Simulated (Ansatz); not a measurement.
Input

```
crystal:
  periodic: [false, false, false]
  atoms:
    - {symbol: Ge, position_ang: [-0.198085, 0.365533, -0.051011]}
    - {symbol: F, position_ang: [1.091794, -0.535092, 1.051391]}
    - {symbol: F, position_ang: [-1.305337, 0.443380, -1.361295]}
    - {symbol: F, position_ang: [-1.210040, 0.682591, 1.273487]}
    - {symbol: F, position_ang: [0.904838, 1.588151, -0.460478]}
    - {symbol: H, position_ang: [0.663826, -1.255114, 0.155047]}
    - {symbol: H, position_ang: [0.053002, -1.289549, -0.607142]}
basis:
  gaussian: {orbitals: def2-TZVPP}
hamiltonian: {xc: pbe0, dispersion: d4}
output: {orbitals: {seedname: orbitals}}
```

Run with:

```sh
ansatz run in.yaml --threads 4 --pin off --events-out ev --progress --plain --max-ram 9574MiB
```

A transition-state structure; geometry: PBE0-D4/def2-TZVP.

Computed with Ansatz 0.2.0, RKS PBE0-D4/def2-TZVPP.

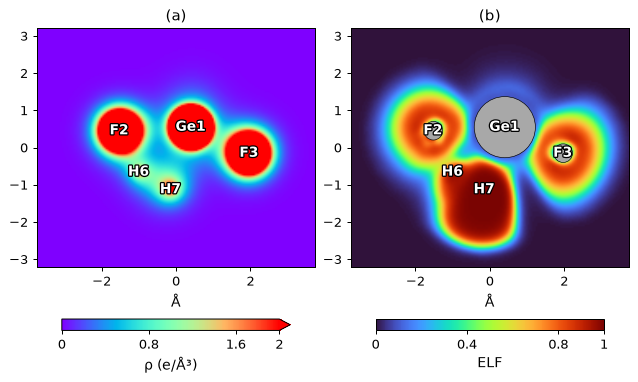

F₄GeH₂. (a) electron density; (b) electron localisation function on the plane of atoms F2, Ge1 and H6. Grey discs cover the atomic cores in the ELF map.

Question: Interpret the plot.

Answer: The section cuts through Ge, F and H sites. Ge–F (1.72 Å): the density is about 1 e/Å³ at the midpoint; the ELF peaks at about 0.80 in the valence shell of F, 0.5 Å from its nucleus, and is about 0.25 at the midpoint. Ge–H (1.76 Å): ρ is about 0.62 e/Å³ halfway; the ELF climbs to about 1 towards the hydrogen. Ge–F (1.92 Å): ρ at the midpoint is about 0.64 e/Å³; the ELF peaks at about 0.85 in the valence shell of F, 0.5 Å from its nucleus, and is about 0.25 at the midpoint. The ELF also peaks beside F3 and F2, away from the bonds: lone-pair regions.
